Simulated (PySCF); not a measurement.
**RuNCl: relaxation and vibrations of the singlet**

The task is one start of a wider search on RuNCl: the singlet, from a bent start. It is relaxed, tested by its Hessian and followed downhill if it is a saddle.

The runs use PySCF 2.14.0; PBE0, basis Ru def2-TZVP with ECP28, N def2-TZVP, Cl def2-TZVP, scalar-relativistic core potentials, no spin–orbit coupling, density fitting.

### 1 The starting structure

3 atoms, charge 0, spin multiplicity 1.

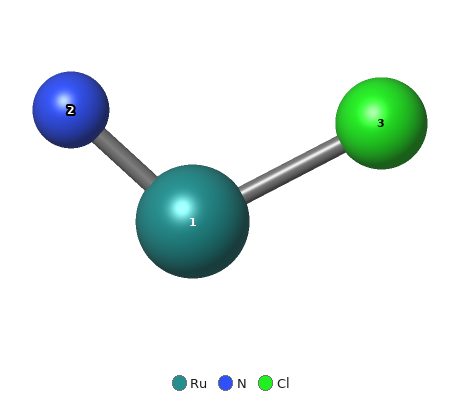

Start geometry, drawn with ruthenium teal, nitrogen blue, chlorine green; atoms are numbered from 1 in the order of the file.

Coordinates in bohr (charge 0 multiplicity 1):
```
Ru    0.0000    0.0000    0.0000
N    -2.6934    0.0000    1.8859
Cl    3.4675    0.0000    2.4279
```

### 2 First SCF at the start

One driver script runs all steps and calls PySCF; scf.py shows how it sets up the SCF of each step. The optimiser is the driver's own. After this first run the driver tries any further starts and a stability analysis.

File scf.py:

```python
from pyscf import gto, scf, dft
mol = gto.M(atom='''
Ru     0.000000     0.000000     0.000000
N     -1.425300     0.000000     0.998000
Cl     1.834900     0.000000     1.284800''',
    basis={'Ru': 'def2-TZVP', 'N': 'def2-TZVP', 'Cl': 'def2-TZVP'},
    ecp={'Ru': 'def2-TZVP'},
    charge=0, spin=0)
mf = dft.RKS(mol, xc='PBE0')
mf.grids.atom_grid = (50, 194)
aux = {'Ru': 'def2-universal-JKFIT', 'N': 'def2-universal-JKFIT', 'Cl': 'def2-universal-JKFIT'}
mf = mf.density_fit(auxbasis=aux)
mf.conv_tol = 1e-08
mf.diis_space = 10
mf.max_cycle = 60
mf.init_guess = 'minao'
mf.verbose = 4
mf.kernel()
```

Launch:

```console
OMP_NUM_THREADS=2 python axn.py task.json out
```

Further steps of the session: Relaxing the singlet from the bent start; Hessian and properties.

What does the calculation give? Wanted: minimum; geometry; wavenumbers; dipole moment; highest occupied, lowest empty level; polar-tensor charge of Ru1; zero-point energy; atomisation energy.

**Answer**, as computed:

| quantity | value |
| --- | --- |
| minimum | singlet, Cs |
| geometry | Ru–Cl 2.277 Å, Ru–N 1.543 Å; Cl–Ru–N 140.1° |
| wavenumbers (cm⁻¹) | 121 (a'), 380 (a'), 1272 (a') |
| dipole moment | 3.05 D |
| highest occupied, lowest empty level | -7.12, -3.63 eV |
| polar-tensor charge of Ru1 | +1.26 e |
| zero-point energy | 10.6 kJ/mol |
| entropy at 298.15 K | 290.0 J/(mol K) |
| atomisation energy (no zero-point energy) | 823 kJ/mol |

What this shows: The molecule stays Cs, as typed, and the end point is a minimum. In the infrared the band at 1272 cm⁻¹ (a', stretch) leads. Other starts or spin states, not run here, may lie lower.
